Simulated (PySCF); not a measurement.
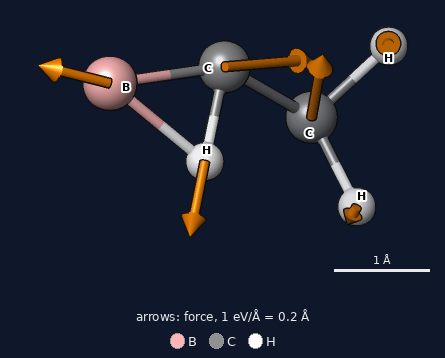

Starting geometry of C₂H₃B with the computed forces as orange arrows. A ball-and-stick model, seen at a tilt.

It is one of the separated reactants of a reaction.

Level of theory: RKS PBE-D4/def2-SVP, density fitting in PySCF 2.14.0. 

What follows when this structure is relaxed?

Answer. It isn't relaxed: the largest force vector, on a C atom, is 6.66 eV/Å. The final displacements have little in common with the starting forces (cosine between the two patterns 0.09). After 23 geometry steps the energy has fallen by 279.3 kJ/mol. The largest move after the best rigid fit is that of the B atom, 1.10 Å. Largest moves by element: B 1.10 Å, H 0.72 Å, C 0.68 Å. Among the contacts that change: B–H 1.355 → 2.409 Å, B–C 1.401 → 1.544 Å, C–C 1.441 → 1.357 Å, C–H 1.060 → 1.103 Å. Among the angles between lasting bonds that change: B–C–H 65.1° → 130.3°, B–C–C 146.9° → 107.9°, C–C–H 88.1° → 121.8°.
